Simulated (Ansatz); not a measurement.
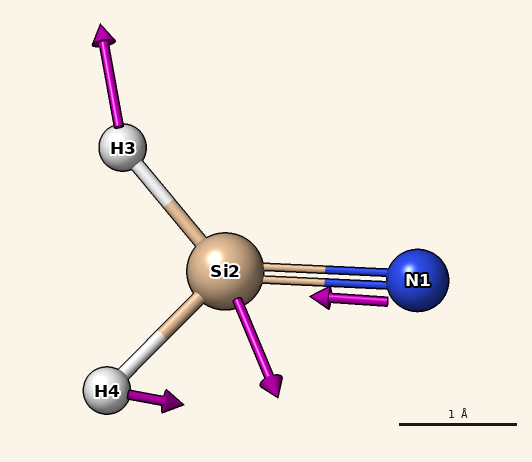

Arrows show the forces on the atoms, 0.5 Å of arrow for 1 eV/Å; forces under a tenth of the largest aren't drawn. State: neutral, doublet. Level of theory: BHLYP-D4/def2-TZVPP (Ansatz 0.2.0).

**Along which bond is the force strongest?**

Si2–H3, now 1.397 Å: the forces push its atoms apart, so a first step downhill lengthens it.

List the force components in the frame of the picture (x right, y up, z towards the viewer), in eV/Å.

```tsv
atom	Fx	Fy	Fz
N1	−1.36	0.09	−0.22
Si2	0.71	−1.70	1.00
H3	−0.32	1.79	−0.59
H4	0.98	−0.18	−0.19
```
